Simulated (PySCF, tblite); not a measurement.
**C5H7O radical: geometry, infrared bands and EPR parameters**

Wanted: the infrared bands and EPR parameters of C5H7O radical (`[CH2]OCC1C=C1`), by calculation.

The runs use tblite 0.8.0 and PySCF 2.14.0, with density-fitted response routines of our own; the level of theory stands in each step. All values are computed, except where a source is named. Atoms are numbered from 0 throughout.

## Step 1: Starting geometry

13 atoms, charge 0, multiplicity 2; geometry from: force field or distance geometry start.

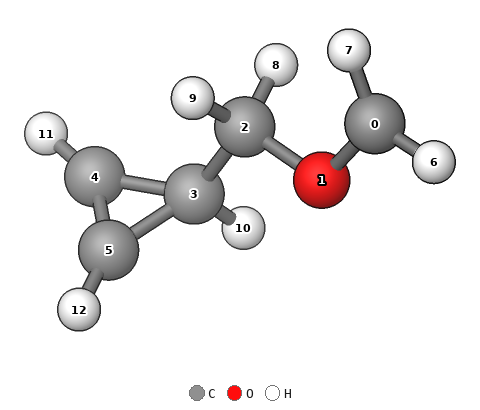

As it starts; carbon grey, oxygen red, hydrogen white, atoms numbered.

## Step 2: Geometry optimisation with GFN2-xTB

The job: settings as JSON, then the geometry in Å.

```
{"job": {"kind": "relax", "xc": "GFN2-xTB", "basis": "xTB"}, "charge": 0, "multiplicity": 2}
C      2.540400    -0.446700     0.100500
O      1.239800    -0.763600    -0.184600
C      0.371800     0.355800    -0.105600
C     -1.010400    -0.086900    -0.489300
C     -2.173300     0.630800    -0.056200
C     -1.958900    -0.515900     0.508600
H      3.213200    -1.273900     0.034000
H      2.772200     0.538500     0.488100
H      0.698200     1.119600    -0.823900
H      0.385300     0.787500     0.906400
H     -1.055600    -0.581600    -1.447800
H     -2.779300     1.496500    -0.167100
H     -2.247700    -1.259700     1.219200
```

Run with:

```console
OMP_NUM_THREADS=1 python probes_run.py task.json out
```

One launch serves the whole session: the jobs run in the order shown.

What it wrote:

```text
step      E/eV     max force
  0    -493.59593    2.977
  1    -493.65267    2.971
  2    -493.72649    1.016
  3    -493.74716    0.325
  4    -493.75714    0.216
  5    -493.76541    0.175
  6    -493.76714    0.143
  7    -493.76938    0.100
  8    -493.77071    0.097
  9    -493.77220    0.090
 10    -493.77328    0.079
 11    -493.77427    0.080
 12    -493.77522    0.089
 13    -493.77618    0.072
 14    -493.77691    0.069
 15    -493.77745    0.057
 16    -493.77788    0.068
 17    -493.77827    0.065
 18    -493.77863    0.042
 19    -493.77891    0.047
 20    -493.77911    0.037
 21    -493.77928    0.036
 22    -493.77942    0.027
 23    -493.77951    0.023
 24    -493.77955    0.016
 25    -493.77958    0.014
 26    -493.77961    0.020
 27    -493.77966    0.025
 28    -493.77973    0.023
 29    -493.77979    0.019
 30    -493.77984    0.017
 31    -493.77990    0.022
 32    -493.77996    0.029
 33    -493.78003    0.027
 34    -493.78009    0.017
 35    -493.78012    0.017
 36    -493.78016    0.018
 37    -493.78021    0.021
 38    -493.78026    0.021
 39    -493.78031    0.015
 40    -493.78034    0.015
 41    -493.78038    0.018
 42    -493.78042    0.023
 43    -493.78046    0.023
 44    -493.78050    0.016
 45    -493.78053    0.016
 46    -493.78057    0.021
 47    -493.78063    0.023
 48    -493.78070    0.030
 49    -493.78078    0.028
 50    -493.78086    0.026
 51    -493.78094    0.023
 52    -493.78101    0.018
 53    -493.78105    0.019
 54    -493.78109    0.018
 55    -493.78113    0.020
 56    -493.78122    0.031
 57    -493.78138    0.040
 58    -493.78161    0.046
 59    -493.78185    0.052
 60    -493.78206    0.042
 61    -493.78222    0.031
 62    -493.78235    0.024
 63    -493.78243    0.019
 64    -493.78247    0.014
 65    -493.78248    0.010
 66    -493.78250    0.011
 67    -493.78252    0.010
```

Wall time 0.17 s (1 thread of Intel Xeon 6975P-C, shared host).

The steps of the relaxation: (not every step is listed)

| step | energy from step 0 (eV) | largest force (eV/Å) |
| --- | --- | --- |
| 0 | 0.0000 | 2.9773 |
| 1 | -0.0567 | 2.9709 |
| 2 | -0.1306 | 1.0163 |
| 3 | -0.1512 | 0.3254 |
| 4 | -0.1612 | 0.2163 |
| 5 | -0.1695 | 0.1749 |
| 6 | -0.1712 | 0.1426 |
| 7 | -0.1735 | 0.0998 |
| 8 | -0.1748 | 0.0970 |
| 13 | -0.1803 | 0.0722 |
| 18 | -0.1827 | 0.0420 |
| 23 | -0.1836 | 0.0232 |
| 28 | -0.1838 | 0.0233 |
| 33 | -0.1841 | 0.0275 |
| 38 | -0.1843 | 0.0213 |
| 43 | -0.1845 | 0.0226 |
| 48 | -0.1848 | 0.0301 |
| 53 | -0.1851 | 0.0189 |
| 58 | -0.1857 | 0.0463 |
| 62 | -0.1864 | 0.0242 |
| 63 | -0.1865 | 0.0187 |
| 64 | -0.1865 | 0.0144 |
| 65 | -0.1866 | 0.0100 |
| 66 | -0.1866 | 0.0107 |
| 67 | -0.1866 | 0.0099 |

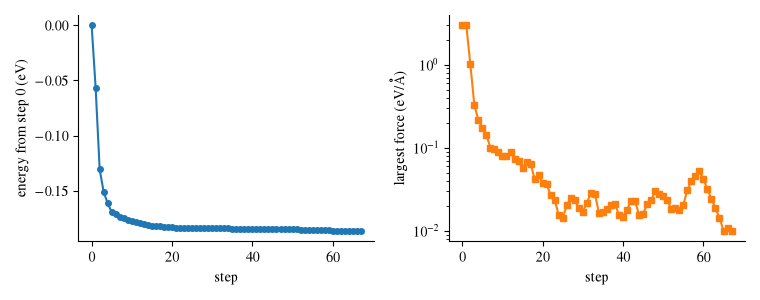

Energy and largest force along the relaxation.

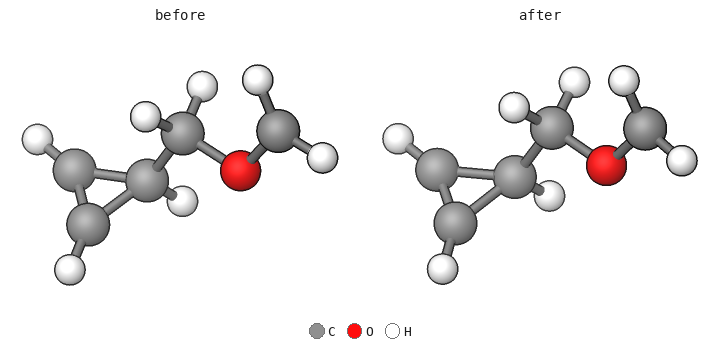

Before and after, at one scale.

Close pairs (by a distance rule), those that changed most:

```csv
bond,before (Å),after (Å),change (Å)
C3–C4,1.434,1.499,+0.065
C3–C5,1.442,1.502,+0.060
C2–C3,1.501,1.515,+0.013
C0–O1,1.369,1.360,-0.009
C0–H7,1.084,1.076,-0.008
O1–C2,1.419,1.412,-0.007
C5–H12,1.068,1.061,-0.007
C3–H10,1.080,1.087,+0.007
```

The next job starts from the end point, and lists it.

## Step 3: Vibrational analysis with GFN2-xTB

The job: settings as JSON, then the geometry in Å.

```
{"job": {"kind": "ir", "xc": "GFN2-xTB", "basis": "xTB"}, "charge": 0, "multiplicity": 2}
C      2.543950    -0.455786     0.100258
O      1.241056    -0.712312    -0.191572
C      0.377718     0.404283    -0.215745
C     -1.020521    -0.070959    -0.551726
C     -2.219844     0.613028     0.031859
C     -1.939228    -0.550459     0.535504
H      3.137051    -1.339923     0.220658
H      2.805250     0.462305     0.596771
H      0.730616     1.124692    -0.971116
H      0.383786     0.906827     0.764193
H     -1.083648    -0.524898    -1.536918
H     -2.822093     1.486088    -0.013429
H     -2.138482    -1.342399     1.213533
```

What it wrote:

```text
mode    cm-1     km/mol
  1      48.4      1.11
  2      62.3      2.85
  3     185.5      0.81
  4     247.4      4.00
  5     346.6      1.12
  6     417.7      0.53
  7     478.1     47.79
  8     479.6      1.70
  9     676.9      0.41
 10     748.0     32.67
 11     853.4      0.85
 12     908.3      2.03
 13     938.1      2.80
 14     956.7      6.33
 15     974.4      9.82
 16    1033.2     13.33
 17    1062.9      9.52
 18    1123.8     30.22
 19    1195.3      7.18
 20    1233.3      7.94
 21    1264.9     48.16
 22    1319.5     25.82
 23    1360.3      2.28
 24    1376.3     21.97
 25    1467.7      1.31
 26    1770.2      9.57
 27    2834.5     61.70
 28    2867.5     51.24
 29    2996.3     60.05
 30    3086.4     44.05
 31    3170.3     28.97
 32    3228.5      5.20
 33    3253.9      5.12
```

It took 0.17 s on 1 thread of Intel Xeon 6975P-C, shared host.

The strongest bands and the atoms that carry them (share of the mass-weighted mode):

```csv
cm⁻¹,km/mol,atoms
478,47.8,"H6 35 %, H7 29 %, C0 22 %"
748,32.7,"H12 46 %, H11 34 %"
1124,30.2,"O1 24 %, H7 21 %, H6 20 %, C2 16 %"
1265,48.2,"O1 47 %, C0 27 %, H7 13 %"
2834,61.7,"H8 65 %, H9 27 %"
2868,51.2,"H9 67 %, H8 29 %"
2996,60.0,H10 93 %
3086,44.0,"H7 84 %, H6 12 %"
```

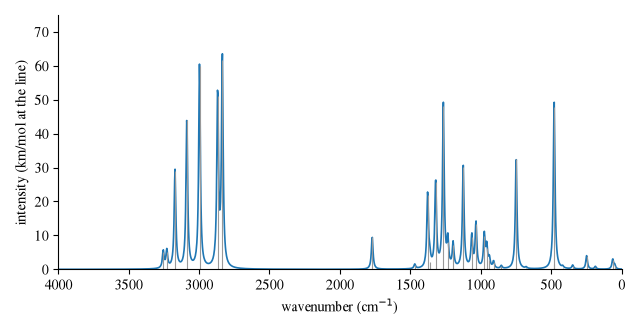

The infrared spectrum from these modes, unscaled. Lines are broadened to a width of 14 cm⁻¹ (Lorentzian).

## Step 4: g tensor and hyperfine couplings: B3LYP/pcH-1

Settings changed since step 3:

```diff
@@ -1,2 +1,2 @@
-{"job": {"kind": "ir", "xc": "GFN2-xTB", "basis": "xTB"}, "charge": 0, "multiplicity": 2}
+{"job": {"kind": "epr", "basis": "pcH-1"}, "charge": 0, "multiplicity": 2}
 C      2.543950    -0.455786     0.100258
```

With the program's defaults for keys left out, this is: UKS B3LYP, pcH-1 on C H O, non-relativistic, mean-field spin-orbit, GIAO.

What it wrote:

```text
UKS, coarse grid
  cycle   1  E = -269.75119652  |g| = 3.93e-01
  cycle   2  E = -269.67186546  |g| = 6.12e-01
  cycle   3  E = -269.80898186  |g| = 9.31e-02
  cycle   4  E = -269.81196265  |g| = 3.15e-02
  cycle   5  E = -269.81239185  |g| = 1.18e-02
  cycle   6  E = -269.81244637  |g| = 5.69e-03
  cycle   7  E = -269.81246256  |g| = 1.18e-03
  cycle   8  E = -269.81246334  |g| = 6.02e-04
UKS, final grid
  cycle   1  E = -269.81244694  |g| = 7.21e-04
  cycle   2  E = -269.81244673  |g| = 1.04e-03
  cycle   3  E = -269.81244717  |g| = 1.45e-04
  cycle   4  E = -269.81244718  |g| = 3.38e-05
  cycle   5  E = -269.81244718  |g| = 2.90e-05
E = -269.81244718 Eh   <S^2> = 0.7532 (exact 0.7500)
g shifts (ppm)      1          2          3
  rmc          -186       -186       -186
  gc             -2         41         32
  oz_so         -16       1272       2232
  total        -204       1127       2078
hyperfine (MHz)  atom isotope    a_iso     a_fc   dipolar eigenvalues
    0   13C     136.18     136.18    -73.59    -72.34    145.93
    1   17O     -24.43     -24.43    -73.27     35.23     38.04
    2   13C      -4.49      -4.49     -1.71     -1.00      2.71
    3   13C      -1.52      -1.52     -0.56     -0.38      0.94
    4   13C      -0.52      -0.52     -0.21     -0.12      0.33
    5   13C       0.07       0.07     -0.34     -0.11      0.46
    6    1H     -44.30     -44.30    -34.48     -1.28     35.76
    7    1H     -39.22     -39.22    -34.76     -0.42     35.17
    8    1H      13.86      13.86     -4.42     -3.59      8.02
    9    1H      12.68      12.68     -3.73     -3.37      7.11
   10    1H       0.20       0.20     -1.66     -1.56      3.22
   11    1H       0.01       0.01     -0.47     -0.44      0.91
   12    1H      -0.18      -0.18     -0.81     -0.74      1.55
```

Run time: 23 s. Hardware: 1 thread of Intel Xeon 6975P-C, shared host; peak memory 0.85 GiB.

Principal g values 2.00212, 2.00345, 2.00440; g(iso) = 2.00332, against 2.00232 for a free electron.

Hyperfine couplings; where a row names several nuclei, a(iso) is their mean (it holds for fast rotation or exchange) and the dipolar term the largest among them:

```
  nuclei  isotope  a(iso) (MHz)  a(iso) (G, at g = 2.0023)  largest dipolar term (MHz)
      C0      13C         136.2                       48.6                       145.9
  H6, H7       1H         -41.8                      -14.9                        35.8
      O1      17O         -24.4                       -8.7                       -73.3
  H8, H9       1H          13.3                        4.7                         8.0
      C2      13C          -4.5                       -1.6                         2.7
      C3      13C          -1.5                       -0.5                         0.9
  C4, C5      13C          -0.2                       -0.1                         0.5
     H10       1H           0.2                        0.1                         3.2
H11, H12       1H          -0.1                        0.0                         1.5
```

Mulliken spin populations:

C0 0.92; O1 0.14; C2 -0.02; C3 0.00; C4 0.00; C5 0.00; H6 -0.04; H7 -0.03; H8 0.02; H9 0.01; H10 0.00; H11 0.00; H12 0.00

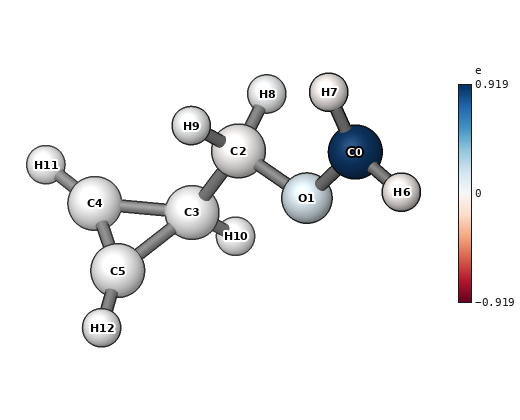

Mulliken spin populations, as colours on the atoms.

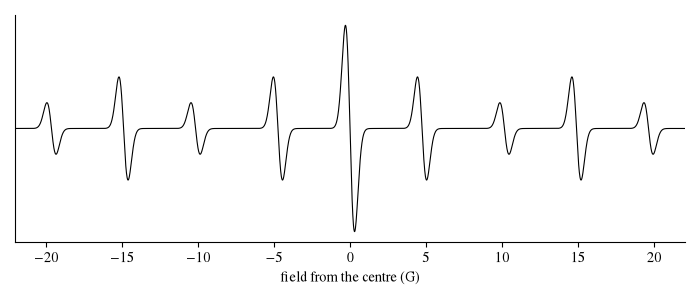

First-order isotropic spectrum (first derivative, main isotopes with spin only, couplings over 0.8 MHz, Gaussian width 0.3 G; couplings of the frozen geometry, rotation of groups not averaged beyond the rows shown).

The fields below are evaluated on a grid from the run's orbitals.

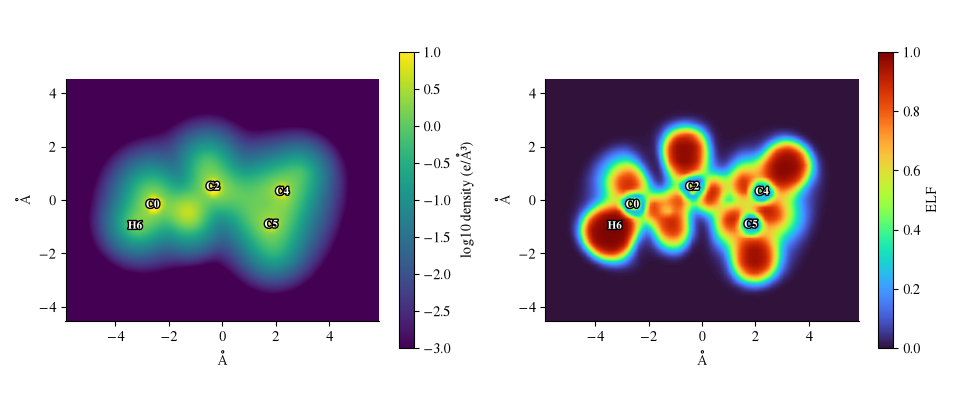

Density (left) and ELF (right) in a plane through or near 5 of the atoms.

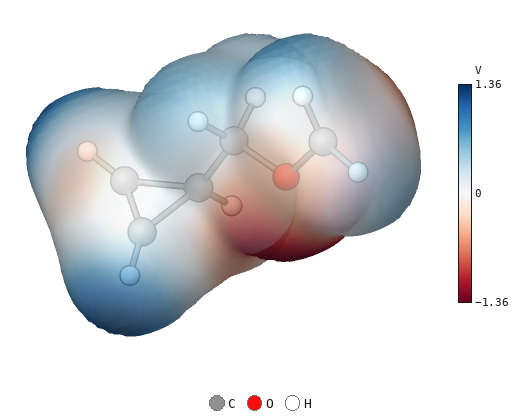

Electrostatic potential on the surface of density 0.002 e/bohr³; red is low, blue high. It runs from -1.36 V near O1 to 1.23 V near H11.

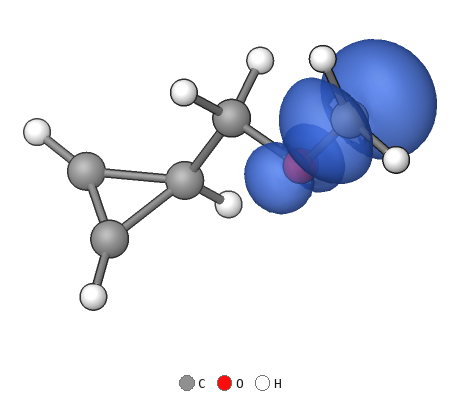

Spin density at ±0.04 e/Å³ (alpha excess blue, beta excess red).

## Step 5: Results

| quantity | value |
| --- | --- |
| strongest single infrared mode (GFN2-xTB) | 2834 cm⁻¹, 62 km/mol |
| zero-point energy (GFN2-xTB) | 62.9 kcal/mol |
| g(iso) (B3LYP) | 2.00332 |
| ⟨S²⟩ | 0.753 (exact 0.75) |
| largest a(iso) (averaged by class) | 13C on C0, 136.2 MHz |
| surface potential, least and greatest | -1.36 V and 1.23 V |

In words: The optimisation took 67 steps and gained 0.187 eV; among the close pairs (by a distance rule), C3–C4 changed most, from 1.434 to 1.499 Å. All 33 modes are real, so the xTB geometry is a minimum. The strongest single mode, at 2834 cm⁻¹, moves mainly H8. Unscaled tight-binding wavenumbers are off by several per cent, some by more. Its intensities can rank the bands wrongly. C0 carries the largest spin population, 0.92 e. The isotropic g lies 1.0 ppt above the free-electron value.
